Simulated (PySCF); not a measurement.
# C7H10O2 (ethyl 2-pentynoate): levels of theory compared

We compute a comparison of 4 runs (B2PLYP/def2-SVP, CAM-B3LYP/def2-SVP, M06-2X/def2-SVP, wB97X/def2-SVP) of C7H10O2 (ethyl 2-pentynoate). Input form: a Python script.

The results are computed with PySCF 2.14.0.

### 1 The structure to begin with

C7H10O2 has 19 atoms, charge 0, and is taken as a singlet. As SMILES, `CCC#CC(=O)OCC`. The coordinates come from a PBE0-D4/def2-TZVP relaxation. This is one conformer, not always the lowest.

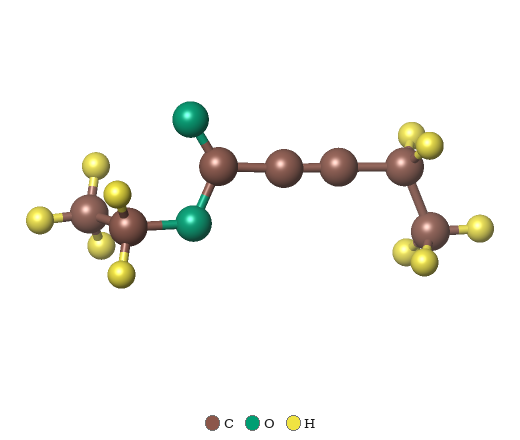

Viewed from a chosen angle; carbon brown, oxygen teal, hydrogen yellow.

### 2 A single-point energy at B2PLYP/def2-SVP (run 1)

The input, calc.py:

```python
from pyscf import gto, dft, mp

molecule = gto.M(
    atom='''
C    3.091770   0.234980  -2.205230
C    1.769740   0.913670  -2.552240
C    0.771880   0.789610  -1.507930
C   -0.041810   0.675470  -0.629280
C   -1.065120   0.577390   0.379430
O   -2.164200   1.055970   0.273920
O   -0.629260  -0.108140   1.441460
C   -1.573530  -0.280650   2.508400
C   -2.480750  -1.459730   2.255840
H    3.524030   0.667250  -1.301640
H    2.945910  -0.832170  -2.031720
H    3.805640   0.357330  -3.021820
H    1.929890   1.978790  -2.751940
H    1.357290   0.493340  -3.475940
H   -2.146470   0.640540   2.625990
H   -0.954890  -0.435300   3.392850
H   -1.899160  -2.371590   2.107190
H   -3.102980  -1.288070   1.376840
H   -3.137960  -1.608720   3.115820
''',
    basis='def2-svp',
    max_memory=1860,
    verbose=3,
)

ks = dft.RKS(molecule, xc='0.53*HF + 0.47*B88, 0.73*LYP')
ks.conv_tol = 1e-10
ks.grids.level = 5
ks.kernel()
if not ks.converged:
    ks = ks.newton().run(ks.mo_coeff, ks.mo_occ)

pt = mp.MP2(ks, frozen=9).run()
etot = ks.e_tot + 0.27 * pt.e_corr
print('PT2 part  %.8f' % (0.27 * pt.e_corr))
print('E = %.10f Eh' % etot)
```

Run with:

```console
OMP_NUM_THREADS=1 python calc.py
```

The log of the run:

```text
converged SCF energy = -421.975910112628
E(RMP2) = -423.578600072912  E_corr = -1.60268996028342
E(SCS-RMP2) = -423.547388082122  E_corr = -1.57147796949389
PT2 part  -0.43272629
E = -422.4086364019 Eh
```

It took 1.7 min on 1 thread of Intel Xeon at 2.70GHz, shared host; peak memory 1.6 GiB.

### 3 A single-point energy at CAM-B3LYP/def2-SVP (run 2)

The input, job.py:

```python
from pyscf import gto, dft

mol = gto.M(
    atom=[
    ('C', (3.091770, 0.234980, -2.205230)),
    ('C', (1.769740, 0.913670, -2.552240)),
    ('C', (0.771880, 0.789610, -1.507930)),
    ('C', (-0.041810, 0.675470, -0.629280)),
    ('C', (-1.065120, 0.577390, 0.379430)),
    ('O', (-2.164200, 1.055970, 0.273920)),
    ('O', (-0.629260, -0.108140, 1.441460)),
    ('C', (-1.573530, -0.280650, 2.508400)),
    ('C', (-2.480750, -1.459730, 2.255840)),
    ('H', (3.524030, 0.667250, -1.301640)),
    ('H', (2.945910, -0.832170, -2.031720)),
    ('H', (3.805640, 0.357330, -3.021820)),
    ('H', (1.929890, 1.978790, -2.751940)),
    ('H', (1.357290, 0.493340, -3.475940)),
    ('H', (-2.146470, 0.640540, 2.625990)),
    ('H', (-0.954890, -0.435300, 3.392850)),
    ('H', (-1.899160, -2.371590, 2.107190)),
    ('H', (-3.102980, -1.288070, 1.376840)),
    ('H', (-3.137960, -1.608720, 3.115820)),
],
    basis='def2-svp',
    spin=0,
    max_memory=1860,
    verbose=3,
)

mf = dft.RKS(mol, xc='cam-b3lyp')
mf.grids.level = 5
mf.conv_tol = 1e-10
mf.kernel()
if not mf.converged:
    mf = mf.newton().run(mf.mo_coeff, mf.mo_occ)

etot = mf.e_tot
print(f'total energy: {etot:.8f} hartree')
```

Run with:

```console
OMP_NUM_THREADS=1 python job.py
```

The log of the run:

```text
converged SCF energy = -422.638339487925
total energy: -422.63833949 hartree
```

Wall time 3.1 min (1 thread of Intel Xeon at 2.70GHz, shared host); peak memory 1.6 GiB.

Run 3 isn't shown in full; the table further down has it.

### 4 A single-point energy at wB97X/def2-SVP (run 4)

The input, input.py:

```python
from pyscf import gto, dft

mol = gto.M(
    atom='''
C        3.091770       0.234980      -2.205230
C        1.769740       0.913670      -2.552240
C        0.771880       0.789610      -1.507930
C       -0.041810       0.675470      -0.629280
C       -1.065120       0.577390       0.379430
O       -2.164200       1.055970       0.273920
O       -0.629260      -0.108140       1.441460
C       -1.573530      -0.280650       2.508400
C       -2.480750      -1.459730       2.255840
H        3.524030       0.667250      -1.301640
H        2.945910      -0.832170      -2.031720
H        3.805640       0.357330      -3.021820
H        1.929890       1.978790      -2.751940
H        1.357290       0.493340      -3.475940
H       -2.146470       0.640540       2.625990
H       -0.954890      -0.435300       3.392850
H       -1.899160      -2.371590       2.107190
H       -3.102980      -1.288070       1.376840
H       -3.137960      -1.608720       3.115820
''',
    verbose=4,
    max_memory=1860,
    basis='def2-svp',
)

myscf = dft.RKS(mol, xc='wb97x')
myscf.grids.level = 5
myscf.conv_tol = 1e-10
myscf.kernel()
if not myscf.converged:
    myscf = myscf.newton().run(myscf.mo_coeff, myscf.mo_occ)

e_final = myscf.e_tot
print('E = %.10f Eh' % e_final)
```

Run with:

```console
OMP_NUM_THREADS=1 python input.py
```

The log of the run:

```text
PySCF version 2.14.0

[... 92 lines left out ...]
converged SCF energy = -422.740017127722
E = -422.7400171277 Eh
```

Run time: 2.9 min. Hardware: 1 thread of Intel Xeon at 2.70GHz, shared host; peak memory 1.6 GiB.

### 5 The series

```csv
run,level,frozen core orbitals,energy (Eh),dipole moment (D),HOMO energy (eV),LUMO energy (eV),wall time
1,B2PLYP/def2-SVP,9,-422.408636,2.35,-8.89,0.71,1.7 min
2,CAM-B3LYP/def2-SVP,–,-422.638339,2.24,-9.01,0.46,3.1 min
3,M06-2X/def2-SVP,–,-422.652755,2.27,-9.09,0.20,3.5 min
4,wB97X/def2-SVP,–,-422.740017,2.25,-10.09,1.46,2.9 min
```

### 6 Summary of results

```
            quantity          value
 run 4: total energy  -422.74002 Eh
run 4: dipole moment         2.25 D
  run 4: HOMO energy      -10.09 eV
  run 4: LUMO energy        1.46 eV
run 4: HOMO–LUMO gap       11.55 eV
```

**Reading.** The dipole moment (its size) runs from 2.24 D (CAM-B3LYP/def2-SVP) to 2.35 D (B2PLYP/def2-SVP). A double hybrid's value is that of its SCF part. The HOMO–LUMO gap runs from 9.29 eV (M06-2X/def2-SVP) to 11.55 eV (wB97X/def2-SVP). Totals of different functionals can't be ranked against each other. All runs together took 11 min, the longest 3.5 min.
